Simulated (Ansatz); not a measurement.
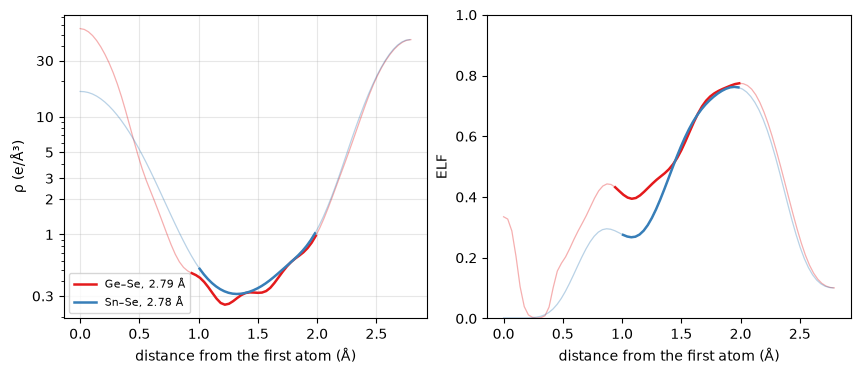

The picture shows: Sn2GeSe3. Valence electron density and ELF along straight lines between neighbouring atoms. Thin, pale parts lie inside the atomic spheres.

Space group R-3m; a structure generated by program, which may or may not match a known phase; computed pressure about −2 GPa in this cell.

Method: Ansatz 0.2.0, DFT PBEsol, scalar-relativistic, plane waves, PAW.

Core electrons are frozen (PAW), and the valence fields are smoothed inside the atomic spheres.

Compare the contacts.

Answer. Ge–Se (2.79 Å): ρ is about 0.32 e/Å³ halfway, with its minimum of 0.25 e/Å³ about 1.2 Å from Ge; the ELF is about 0.50 at the midpoint.
Sn–Se (2.78 Å): ρ at the midpoint is about 0.32 e/Å³; the ELF is about 0.45 at the midpoint and 0.25 at its lowest between the atoms.
